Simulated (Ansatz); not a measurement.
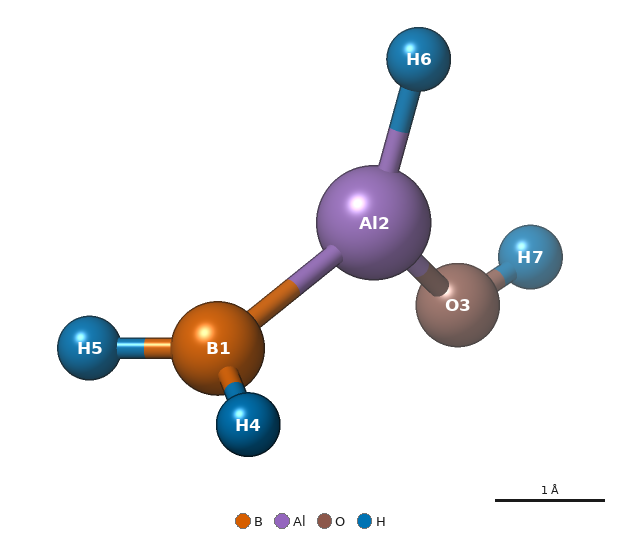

Orthographic view. Atoms fade into the background with distance from the viewer. The computed structure is the end point of a PBE-D4/def2-SVP optimisation. No frequency run is at hand to confirm it as a minimum.

Give the geometry as a Z-matrix, atoms in numerical order, with these reference atoms: 2 to 1; 3 to 2, 1; 4 to 1, 2, 3; 5 to 1, 4, 2; 6 to 2, 3, 1; 7 to 3, 2, 6.

```
B  
Al   1   2.126
O    2   1.729   1   116.4
H    1   1.221   2   122.8   3    90.6
H    1   1.221   4   114.2   2  -178.4
H    2   1.611   3   118.3   1   179.9
H    3   0.970   2   122.8   6    -0.1
```
